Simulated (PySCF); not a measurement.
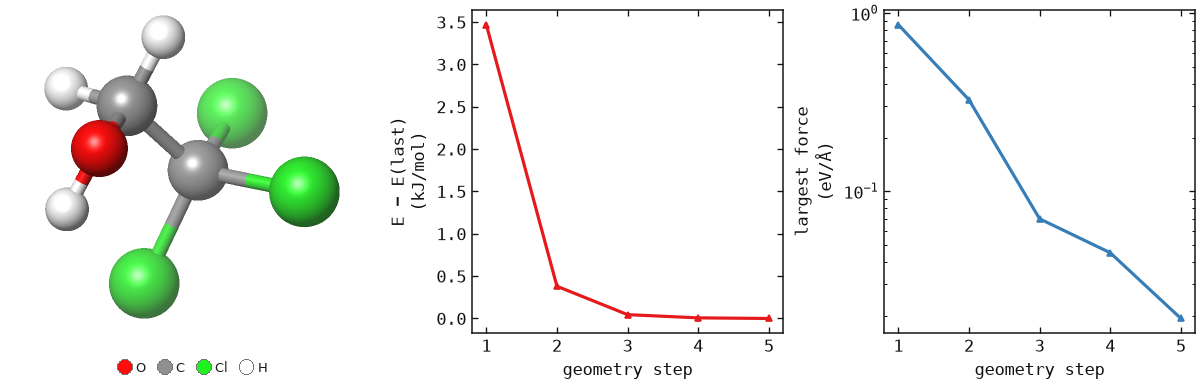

Beside the plot: the molecule at the start.

History of a geometry optimisation.

The run: CCl3CH2OH (TCE) (SMILES OCC(Cl)(Cl)Cl), by PBE0-D3(BJ)/def2-SVP, geometry optimisation in PySCF.

**How did it end, and what did it gain?**

The optimisation met its thresholds at geometry 5, counting the start as the first. The energy fell by about 3.5 kJ/mol from the first step to the last. The largest force goes from about 0.86 eV/Å at the start to 0.019 eV/Å at the end.
